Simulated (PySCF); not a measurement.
# [La(H2O)8]3+: other spin states

Aim: at the relaxed geometry of [La(H2O)8]3+, try other spin states. The structure is generated, not taken from experiment.

The runs use PySCF 2.14.0; PBE, La lcecp-1-SVP with ECP46, O def2-SVP, H def2-SVP; scalar-relativistic core potentials, no spin–orbit coupling.

2 further runs of the same task are left out: 1 for a known fault of the program, 1 that didn't finish.

### Step 1. The system as given

25 atoms, charge 3, spin multiplicity 1.

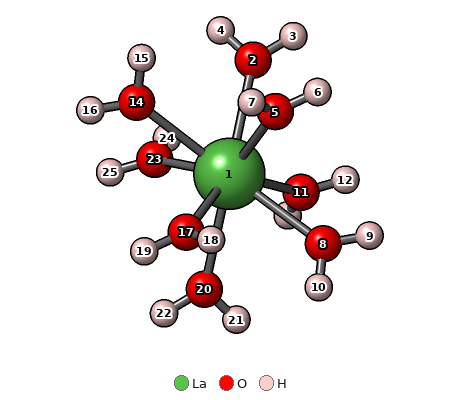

The geometry (lanthanum green, oxygen red, hydrogen pink); atoms are numbered from 1 in the order of the file.

Geometry (Å):

```xyz
25
charge 3, multiplicity 1
La    0.0000    0.0000    0.0000
O     2.2358    0.0000    1.3124
H     2.4272    0.0000    2.2759
H     3.1265    0.0001    0.8991
O     0.0000    2.2358    1.3124
H     0.0000    2.4272    2.2759
H    -0.0001    3.1265    0.8991
O    -2.2358    0.0000    1.3124
H    -2.4272    0.0000    2.2759
H    -3.1265   -0.0001    0.8991
O     0.0000   -2.2358    1.3124
H     0.0000   -2.4272    2.2759
H     0.0001   -3.1265    0.8991
O     1.5809    1.5810   -1.3124
H     2.2107    2.2108   -0.8991
H     1.7163    1.7163   -2.2759
O    -1.5810    1.5809   -1.3124
H    -2.2108    2.2107   -0.8991
H    -1.7163    1.7163   -2.2759
O    -1.5809   -1.5810   -1.3124
H    -2.2107   -2.2108   -0.8991
H    -1.7163   -1.7163   -2.2759
O     1.5810   -1.5809   -1.3124
H     2.2108   -2.2107   -0.8991
H     1.7163   -1.7163   -2.2759
```

Formal oxidation states: La +3. The 4f shell is empty and lies in the core potential. An earlier session relaxed this geometry at PBE, La lcecp-1-SVP with ECP46, O def2-SVP, H def2-SVP (singlet, point group D4d). Its vibrations showed it to be a saddle point, relaxed within its symmetry.

Its energy there is -641.198699 Eh.

### Step 2. Multiplicity 3 at the relaxed geometry

File run.py (the lines that set the calculation):

```python
mol = gto.M(atom='''
La     0.00000     0.00000     0.00000
O      2.23579     0.00004     1.31242
H      2.42718     0.00004     2.27586
H      3.12648     0.00005     0.89912
O     -0.00004     2.23579     1.31242
H     -0.00004     2.42718     2.27586
H     -0.00005     3.12648     0.89912
O     -2.23579    -0.00004     1.31242
H     -2.42718    -0.00004     2.27586
H     -3.12648    -0.00005     0.89912
O      0.00004    -2.23579     1.31242
H      0.00004    -2.42718     2.27586
H      0.00005    -3.12648     0.89912
O      1.58092     1.58097    -1.31242
H      2.21072     2.21079    -0.89912
H      1.71625     1.71630    -2.27586
O     -1.58097     1.58092    -1.31242
H     -2.21079     2.21072    -0.89912
H     -1.71630     1.71625    -2.27586
O     -1.58092    -1.58097    -1.31242
H     -2.21072    -2.21079    -0.89912
H     -1.71625    -1.71630    -2.27586
O      1.58097    -1.58092    -1.31242
H      2.21079    -2.21072    -0.89912
H      1.71630    -1.71625    -2.27586''',
    basis={'La': 'lcecp-1-SVP', 'O': 'def2-SVP', 'H': 'def2-SVP'},
    ecp={'La': 'lcecp-1-SVP'},
    charge=3, spin=2)
mf = dft.UKS(mol, xc='PBE')
mf.grids.atom_grid = (50, 194)  # f atoms: unpruned, at least (60, 302)
mf = mf.density_fit()  # fitting sets: La AutoAux, O def2-universal-JKFIT, H def2-universal-JKFIT
mf.conv_tol = 1e-08; mf.max_cycle = 55
mf.kernel(dm0)  # dm0: free metal ions and neutral atoms
```

Started as:

```console
> OMP_NUM_THREADS=4 python run.py
```

Log:

```text
init E= -639.954368776204
cycle= 1 E= -639.408241204347  delta_E= 0.546  |g|= 1.76  |ddm|= 3.52
cycle= 2 E= -637.374405087495  delta_E= 2.03  |g|= 2.87  |ddm|= 5.83
cycle= 3 E= -640.852577738505  delta_E= -3.48  |g|= 0.464  |ddm|= 4.05
cycle= 4 E= -640.946414032331  delta_E= -0.0938  |g|= 0.251  |ddm|= 1.75
cycle= 5 E= -640.912055099313  delta_E= 0.0344  |g|= 0.353  |ddm|= 0.88
cycle= 6 E= -640.987316293311  delta_E= -0.0753  |g|= 0.0473  |ddm|= 0.551
cycle= 7 E= -640.976425625506  delta_E= 0.0109  |g|= 0.128  |ddm|= 0.346
cycle= 8 E= -640.989115002124  delta_E= -0.0127  |g|= 0.00114  |ddm|= 0.261
cycle= 9 E= -640.989104898417  delta_E= 1.01e-05  |g|= 0.0039  |ddm|= 0.00918
cycle= 10 E= -640.989109296818  delta_E= -4.4e-06  |g|= 0.00296  |ddm|= 0.00251
cycle= 11 E= -640.98911438189  delta_E= -5.09e-06  |g|= 0.0015  |ddm|= 0.00296
cycle= 12 E= -640.989115901647  delta_E= -1.52e-06  |g|= 0.00048  |ddm|= 0.00241
cycle= 13 E= -640.989115955949  delta_E= -5.43e-08  |g|= 0.000391  |ddm|= 0.000895
cycle= 14 E= -640.989116074189  delta_E= -1.18e-07  |g|= 1.39e-05  |ddm|= 0.000763
cycle= 15 E= -640.989116074011  delta_E= 1.78e-10  |g|= 2.36e-05  |ddm|= 5.45e-05
Extra cycle  E= -640.989116056801  delta_E= 1.72e-08  |g|= 0.000171  |ddm|= 0.000309
converged SCF energy = -640.989116056801  <S^2> = 2.001337  2S+1 = 3.0008912
```

Wall time 37 s (4 threads of Arm Neoverse V2, shared host).

Read off: E = -640.989116 Eh (+5.703 eV from the relaxed state), HOMO -12.59 eV, LUMO -18.70 eV (over both spins), ⟨S²⟩ = 2.001, Mulliken charge on La1 +0.28 e. The large-core potential holds the 4f shell empty. An empty level of one spin lies below a filled level of the other.

### Step 3. Results

| state | energy from the relaxed state (eV) | ⟨S²⟩ | time |
| --- | --- | --- | --- |
| charge +3, singlet, vacuum (relaxed) | 0 | 0.00 |  |
| charge +3, triplet, vacuum | 5.70 | 2.00 | 37 s |

The triplet lies 5.70 eV above at this geometry. The bases are small and lack diffuse functions. Spin–orbit coupling is left out. The core potential fixes the 4f count, so no charge can pass from the ligands into that shell.
